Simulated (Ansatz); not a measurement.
# CHClSSi: geometry optimisation

Aim: relax CHClSSi at this level.

The runs use Ansatz 0.2.0; RKS r2SCAN0-D4/def2-SVPD.

1 further run of the same task is left out (set aside as unsound or not needed).

### 1 The starting structure

SMILES `S[Si]#CCl`, 5 atoms, charge 0, spin multiplicity 1.

Atoms are counted from 1 here; the program's logs count them from 0.

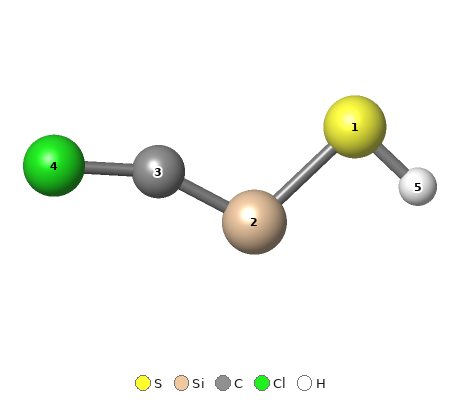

As it starts; sulfur yellow, silicon light orange, carbon grey, chlorine green, hydrogen white; atoms are numbered from 1 in the order of the file.

As a file:

```xyz
5
CHClSSi
S    -0.3650    1.8036   -0.1124
Si   -0.2678   -0.3054   -0.6313
C     0.5148   -1.1552    0.6250
Cl    1.1276   -2.4830    1.3852
H    -1.0097    2.1400   -1.2664
```

### 2 Relaxation

input.yaml

```yaml
crystal:
  periodic: [false, false, false]
  atoms:
    - { symbol: S, position_ang: [-0.364963, 1.80365, -0.11242] }
    - { symbol: Si, position_ang: [-0.267763, -0.305394, -0.63132] }
    - { symbol: C, position_ang: [0.514826, -1.15521, 0.625022] }
    - { symbol: Cl, position_ang: [1.127625, -2.483046, 1.385159] }
    - { symbol: H, position_ang: [-1.009715, 2.13999, -1.266441] }
basis:
  gaussian: { orbitals: def2-SVPD }
hamiltonian:
  xc: { name: r2SCAN0 }
  dispersion: d4
output:
  forces: true
relax:
  f_tol: 0.003
  max_steps: 120
```

Started as:

```sh
> ansatz run input.yaml --threads 1 --pin off --max-ram 2560MiB --backend cpu --events-out ev --progress --plain --runs-dir out
```

The log of the run:

```text
Warning: RAYON_NUM_THREADS=1 ignored (pool sized by the plan → 1); use --threads N
The last accepted step is kept in <dir> (removed where the run ends without a failure and the disk answers)
Engine: ansatz 0.2.0, x86_64-unknown-linux-gnu
Functional definition: r2SCAN0
  parameter a = 0.25
  parameter k0 = 0.174
  parameter k1 = 0.065
  parameter a1 = 4.9479
  exchange = (1 - a)*r2scan_x(k0 = k0, k1 = k1, a1 = a1) + a*exact_x
  correlation = r2scan_c
1072 factors; integrals over basis functions are off by at most 1.8e-4 eV
mean field evaluation 1: about -32268.4986 eV, gradient 3.5e1 eV
mean field evaluation 2: about -32251.7408 eV, gradient 7.3e1 eV
mean field evaluation 4: about -32271.9655 eV, gradient 6.3e0 eV
mean field evaluation 8: about -32272.1166 eV, gradient 2.9e-1 eV
mean field evaluation 16: about -32272.1169 eV, gradient 4.1e-5 eV
mean field -32272.11691275 eV, -1185.9784217172 hartree, gradient 4.1e-5 eV, S^2 0.000000; 0 other end points of the search recorded, 0 dependent functions left out
the calculation of the forces begins
reference -32272.11692855 eV, -1185.9784222978 hartree; 27, 27 occupied and 79, 79 virtual orbitals, 1072 factors
relax step   1: F+E_penalty+E_count = -32272.16052571 eV  Δ(F+E_penalty+E_count) = +0.000e0 eV  max|allowed force component| = 4.779e-1 eV/Å  Δτ_max = 0.0000 Å  (30 SCF iters, accepted)
these checks for a lower state are left out or cut short: starts, cluster_reference, orbital_swaps, neighbouring_geometries, increment
1072 factors; integrals over basis functions are off by at most 1.8e-4 eV
mean field -32272.13284890 eV, -1185.9790073598 hartree, gradient 1.2e-5 eV, S^2 0.000000; 0 other end points of the search recorded, 0 dependent functions left out
the calculation of the forces begins
reference -32272.13286462 eV, -1185.9790079374 hartree; 27, 27 occupied and 79, 79 virtual orbitals, 1072 factors
relax step   2: F+E_penalty+E_count = -32272.17670886 eV  Δ(F+E_penalty+E_count) = -1.618e-2 eV  max|allowed force component| = 2.981e-1 eV/Å  Δτ_max = 0.0306 Å  (34 SCF iters, accepted)
these checks for a lower state are left out or cut short: starts, cluster_reference, orbital_swaps, neighbouring_geometries, increment
1072 factors; integrals over basis functions are off by at most 1.8e-4 eV
mean field -32272.13754428 eV, -1185.9791799116 hartree, gradient 1.1e-5 eV, S^2 0.000000; 0 other end points of the search recorded, 0 dependent functions left out
the calculation of the forces begins
reference -32272.13755996 eV, -1185.9791804880 hartree; 27, 27 occupied and 79, 79 virtual orbitals, 1072 factors
relax step   3: F+E_penalty+E_count = -32272.18147805 eV  Δ(F+E_penalty+E_count) = -4.769e-3 eV  max|allowed force component| = 8.147e-2 eV/Å  Δτ_max = 0.0128 Å  (34 SCF iters, accepted)
these checks for a lower state are left out or cut short: starts, cluster_reference, orbital_swaps, neighbouring_geometries, increment
1072 factors; integrals over basis functions are off by at most 1.8e-4 eV
mean field evaluation 32: about -32272.1287 eV, gradient 1.7e0 eV
mean field -32272.13786085 eV, -1185.9791915454 hartree, gradient 1.1e-5 eV, S^2 0.000000; 0 other end points of the search recorded, 0 dependent functions left out
the calculation of the forces begins
reference -32272.13787653 eV, -1185.9791921218 hartree; 27, 27 occupied and 79, 79 virtual orbitals, 1072 factors
relax step   4: F+E_penalty+E_count = -32272.18180873 eV  Δ(F+E_penalty+E_count) = -3.307e-4 eV  max|allowed force component| = 5.292e-2 eV/Å  Δτ_max = 0.0175 Å  (34 SCF iters, accepted)
these checks for a lower state are left out or cut short: starts, cluster_reference, orbital_swaps, neighbouring_geometries, increment
1072 factors; integrals over basis functions are off by at most 1.8e-4 eV
mean field -32272.13849338 eV, -1185.9792147906 hartree, gradient 1.1e-5 eV, S^2 0.000000; 0 other end points of the search recorded, 0 dependent functions left out
the calculation of the forces begins
reference -32272.13850905 eV, -1185.9792153666 hartree; 27, 27 occupied and 79, 79 virtual orbitals, 1072 factors
relax step   5: F+E_penalty+E_count = -32272.18242890 eV  Δ(F+E_penalty+E_count) = -6.202e-4 eV  max|allowed force component| = 3.410e-2 eV/Å  Δτ_max = 0.0123 Å  (36 SCF iters, accepted)
these checks for a lower state are left out or cut short: starts, cluster_reference, orbital_swaps, neighbouring_geometries, increment
1072 factors; integrals over basis functions are off by at most 1.8e-4 eV
mean field -32272.13859651 eV, -1185.9792185807 hartree, gradient 1.5e-5 eV, S^2 0.000000; 0 other end points of the search recorded, 0 dependent functions left out
the calculation of the forces begins
reference -32272.13861211 eV, -1185.9792191539 hartree; 27, 27 occupied and 79, 79 virtual orbitals, 1072 factors
relax step   6: F+E_penalty+E_count = -32272.18261974 eV  Δ(F+E_penalty+E_count) = -1.908e-4 eV  max|allowed force component| = 6.543e-2 eV/Å  Δτ_max = 0.0260 Å  (33 SCF iters, accepted)
these checks for a lower state are left out or cut short: starts, cluster_reference, orbital_swaps, neighbouring_geometries, increment
1072 factors; integrals over basis functions are off by at most 1.8e-4 eV
mean field -32272.13878939 eV, -1185.9792256689 hartree, gradient 1.1e-5 eV, S^2 0.000000; 0 other end points of the search recorded, 0 dependent functions left out
the calculation of the forces begins
reference -32272.13880501 eV, -1185.9792262428 hartree; 27, 27 occupied and 79, 79 virtual orbitals, 1072 factors
relax step   7: F+E_penalty+E_count = -32272.18279234 eV  Δ(F+E_penalty+E_count) = -1.726e-4 eV  max|allowed force component| = 4.207e-3 eV/Å  Δτ_max = 0.0069 Å  (37 SCF iters, accepted)
these checks for a lower state are left out or cut short: starts, cluster_reference, orbital_swaps, neighbouring_geometries, increment
1072 factors; integrals over basis functions are off by at most 1.8e-4 eV
mean field evaluation 64: about -32272.1388 eV, gradient 2.4e-5 eV
mean field -32272.13880155 eV, -1185.9792261158 hartree, gradient 2.4e-5 eV, S^2 0.000000; 0 other end points of the search recorded, 0 dependent functions left out
the calculation of the forces begins
reference -32272.13881718 eV, -1185.9792266899 hartree; 27, 27 occupied and 79, 79 virtual orbitals, 1072 factors
relax step   8: F+E_penalty+E_count = -32272.18279431 eV  Δ(F+E_penalty+E_count) = -1.966e-6 eV  max|allowed force component| = 3.314e-3 eV/Å  Δτ_max = 0.0019 Å  (27 SCF iters, accepted)
these checks for a lower state are left out or cut short: starts, cluster_reference, orbital_swaps, neighbouring_geometries, increment
1072 factors; integrals over basis functions are off by at most 1.8e-4 eV
mean field -32272.13879968 eV, -1185.9792260468 hartree, gradient 2.0e-5 eV, S^2 0.000000; 0 other end points of the search recorded, 0 dependent functions left out
the calculation of the forces begins
reference -32272.13881530 eV, -1185.9792266209 hartree; 27, 27 occupied and 79, 79 virtual orbitals, 1072 factors
relax step   9: F+E_penalty+E_count = -32272.18279494 eV  Δ(F+E_penalty+E_count) = -6.361e-7 eV  max|allowed force component| = 2.383e-4 eV/Å  Δτ_max = 0.0004 Å  (23 SCF iters, accepted)
1072 factors; integrals over basis functions are off by at most 1.8e-4 eV
mean field -32272.13879968 eV, -1185.9792260468 hartree, gradient 2.0e-5 eV, S^2 0.000000; 1 other end points of the search recorded, 0 dependent functions left out
the calculation of the forces begins
reference -32272.13881530 eV, -1185.9792266209 hartree; 27, 27 occupied and 79, 79 virtual orbitals, 1072 factors
Total energy: -32272.18281056 eV, -1185.9808434170 hartree
Atom 0 at    -0.354373     1.761070    -0.104916 Å, force     0.000027    -0.000238    -0.000025 eV/Å
Atom 1 at    -0.277855    -0.314196    -0.652973 Å, force     0.000036     0.000139     0.000118 eV/Å
Atom 2 at     0.496947    -1.157823     0.588766 Å, force    -0.000130     0.000139    -0.000185 eV/Å
Atom 3 at     1.125405    -2.422869     1.400460 Å, force     0.000080    -0.000090     0.000109 eV/Å
Atom 4 at    -0.990114     2.133808    -1.231338 Å, force    -0.000013     0.000050    -0.000018 eV/Å
Dipole moment:    -0.064177    -0.018123    -0.132474 e Å
```

It took 48 s on 1 thread of Intel Xeon Platinum 8488C (Sapphire Rapids), shared host; peak memory 0.26 GiB.

Relaxation path:

| step | energy from step 1 (eV) | largest force component (eV/Å) |
| --- | --- | --- |
| 1 | 0.0000 | 0.4779 |
| 2 | -0.0162 | 0.2981 |
| 3 | -0.0210 | 0.0815 |
| 4 | -0.0213 | 0.0529 |
| 5 | -0.0219 | 0.0341 |
| 6 | -0.0221 | 0.0654 |
| 7 | -0.0223 | 0.0042 |
| 8 | -0.0223 | 0.0033 |
| 9 | -0.0223 | 0.0002 |

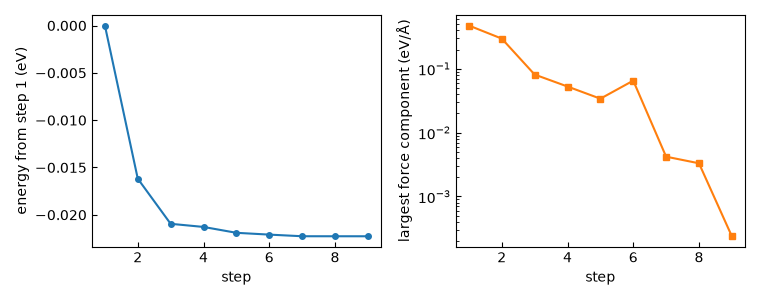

Energy and largest force along the relaxation.

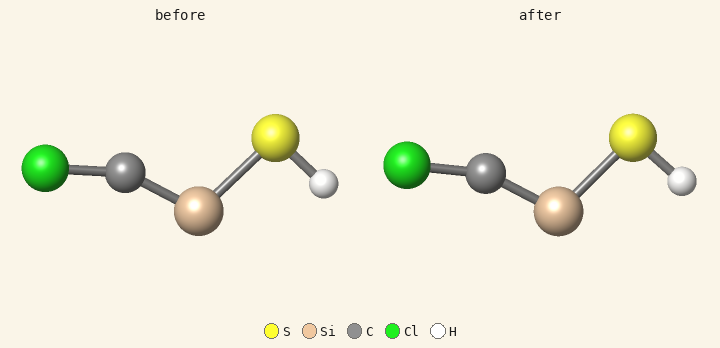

The geometry before (left) and after (right).

Distances of close pairs at the start and the end, largest changes first:

| bond | before (Å) | after (Å) | change (Å) |
| --- | --- | --- | --- |
| S1–Si2 | 2.174 | 2.148 | -0.026 |
| C3–Cl4 | 1.648 | 1.629 | -0.019 |
| S1–H5 | 1.364 | 1.346 | -0.018 |
| Si2–C3 | 1.707 | 1.689 | -0.017 |

### 3 Results

| quantity | value |
| --- | --- |
| energy gained | 0.0223 eV |
| root mean square move | 0.044 Å |
| dipole moment | 0.71 D |

**Reading.** Bond lengths: S1–Si2 2.148 Å, S1–H5 1.346 Å, Si2–C3 1.689 Å, C3–Cl4 1.629 Å. Angles: Si2–S1–H5 94.1°, S1–Si2–C3 108.1°, Si2–C3–Cl4 158.6°. No frequencies were computed here.
